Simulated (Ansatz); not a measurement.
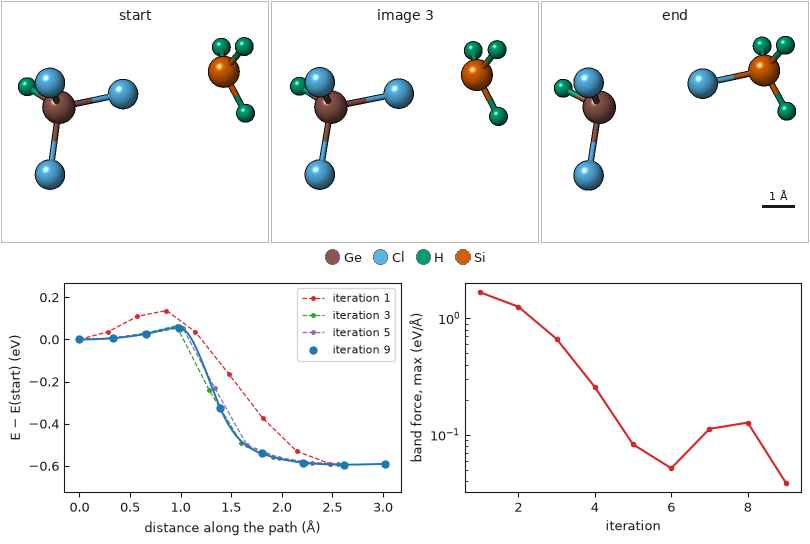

NEB run on GeSiH$_{4}$Cl$_{3}$ (multiplicity 2), made up at the start of GeHCl₃ and SiH3. Images are numbered from 0 (start) to 8 (end). The plot follows the band through its iterations. Style: ball-and-stick. Shown at a tilt.

All numbers below come from UKS PBE/def2-SVP (Ansatz 0.2.0). Settings: 7 movable images; climbing image; force threshold 0.05 eV/Å; iteration limit 60; starting path through a guess of the saddle point.

How did the profile develop, and is the result final?

The result is final at these settings. The band converged in 9 iterations. The largest component of the band force went from 1.7 to 0.039 eV/Å. The climbing image converged on the top of the path. Its vibrational analysis gives one imaginary mode (160i cm⁻¹), as a transition state must have. The first iteration put the highest image at 0.14 eV. The highest point, image 3, lies 0.06 eV above the start and 0.65 eV above the end; the end is at −0.59 eV relative to the start.

Limits of the set-up: the start holds two separate molecules, 3.4 Å apart at their closest, whose relative position is a soft coordinate and is computed without a dispersion correction.

The run took 2.1 min on 4 threads of Arm Neoverse V2 (shared host), peak memory 0.22 GiB.
